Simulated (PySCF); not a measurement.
## Electronic structure of C4H3FN2 (SMILES Fc1ncccn1) in real space

Input file:

```
{"job": {"kind": "nmr", "xc": "KT2", "basis": "pcSseg-1", "pop": false}, "charge": 0, "multiplicity": 1}
F      2.798303    -0.065841     0.028567
C      1.473737    -0.033555     0.010568
N      0.870884    -1.194712    -0.118153
C     -0.452016    -1.160308    -0.135262
C     -1.157596     0.029908    -0.024388
C     -0.398508     1.184748     0.105746
N      0.924528     1.155538     0.123510
H     -0.943679    -2.117865    -0.241197
H     -2.233807     0.055883    -0.038559
H     -0.846316     2.164822     0.199057
```

Run with:

```sh
OMP_NUM_THREADS=1 python ens_run.py task.json out
```

Geometry: GFN2-xTB.

Method: PySCF, KT2/pcSseg-1, SCF density, gas phase, non-relativistic.

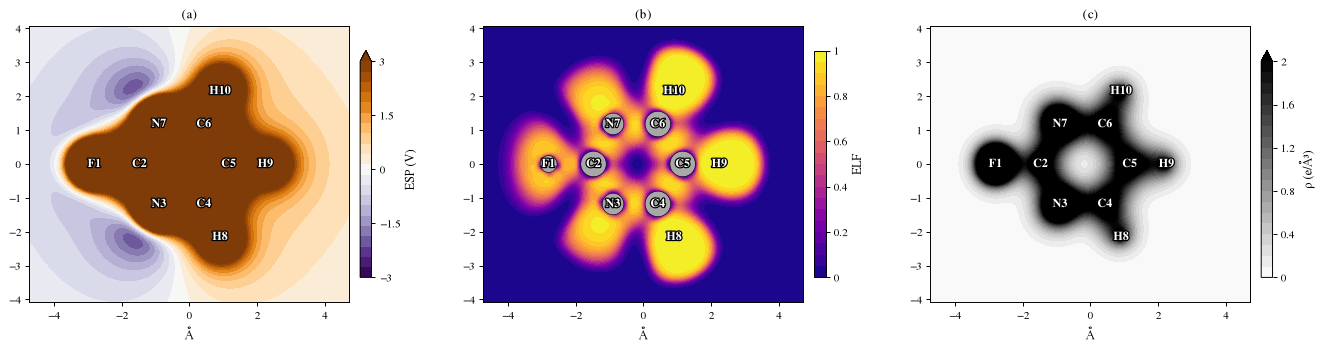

Figure 1. (a) electrostatic potential; (b) electron localisation function; (c) electron density on the molecular plane. Grey discs cover the atomic cores in the ELF map.

Q: Describe what can be read from this map.

A:
- The section cuts through F, C, N and H sites.
- C–N (1.31 Å): ρ is about 2.6 e/Å³ halfway; the ELF peaks at about 0.90 between the atoms; a covalent bond.
- C–F (1.33 Å): ρ at the midpoint is about 2.4 e/Å³, with its minimum of 1.9 e/Å³ about 0.5 Å from C; the ELF peaks at about 0.85 between the atoms (a polar covalent bond).
- C–C (1.39 Å): ρ is about 2.1 e/Å³ halfway; the ELF peaks at about 0.95 between the atoms: localised, covalent bonding.
- C–H (1.08 Å): ρ at the midpoint is about 2.1 e/Å³; the ELF climbs to about 1 towards the hydrogen, as it does in any bond to H: an ordinary covalent bond to hydrogen.
- The ELF also peaks beside N3, F1 and N7, away from the bonds: lone-pair regions.
- Outside the dense part of the molecule the potential is most negative (−2.0 V) near N3 and N7.

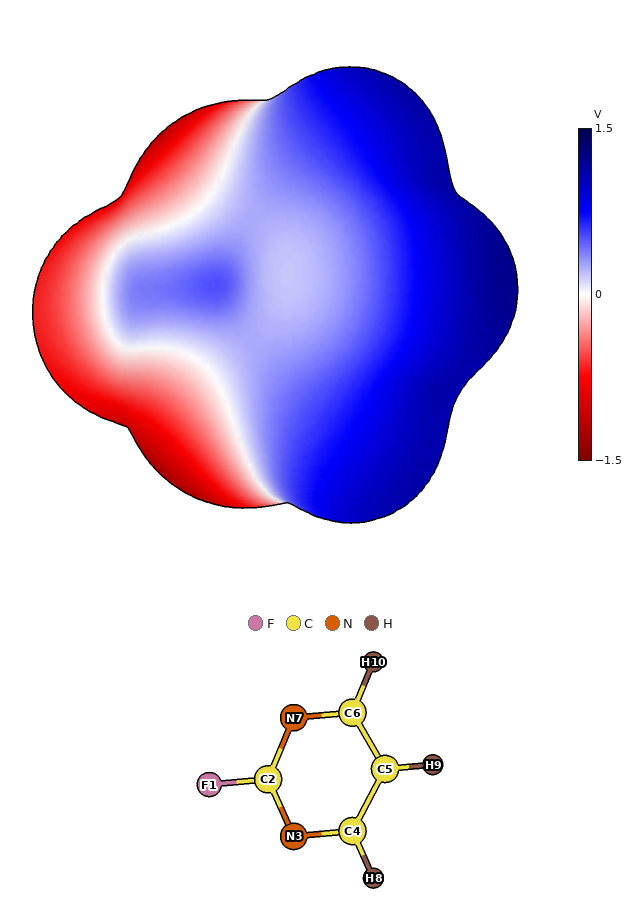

Figure 2. The electrostatic potential painted on the density surface at 0.001 e/bohr³, seen at a tilt; the colour scale runs from red (negative) to blue (positive). The bare structure is drawn below in the same view.

Q: Which sites attract a positive test charge, and which a negative one?

A: A positive charge is drawn to the negative regions and a negative charge to the positive ones. The most negative region (about −1.3 V) lies over N3 and N7, the most positive (about +1.2 V) over H9.

Q: What dipole moment does the calculation give?

A: Its dipole moment is 3.65 D.

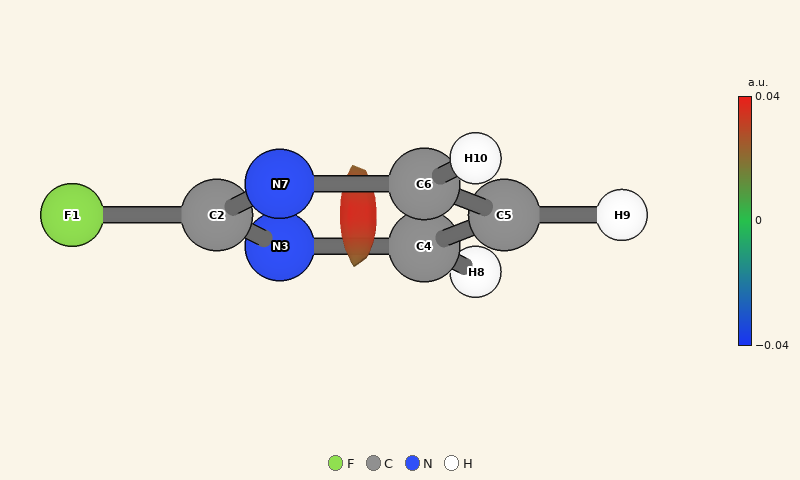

Figure 3. Non-covalent interaction (NCI) plot: the surface where the reduced density gradient is 0.5, for densities under 0.05 a.u., coloured by sign(λ₂)ρ; seen from one side.

Q: What holds or crowds the atoms apart from the covalent bonds?

A: Inside the ring or cage of C2, N3, C4, C5, C6 and N7: steric crowding (red).
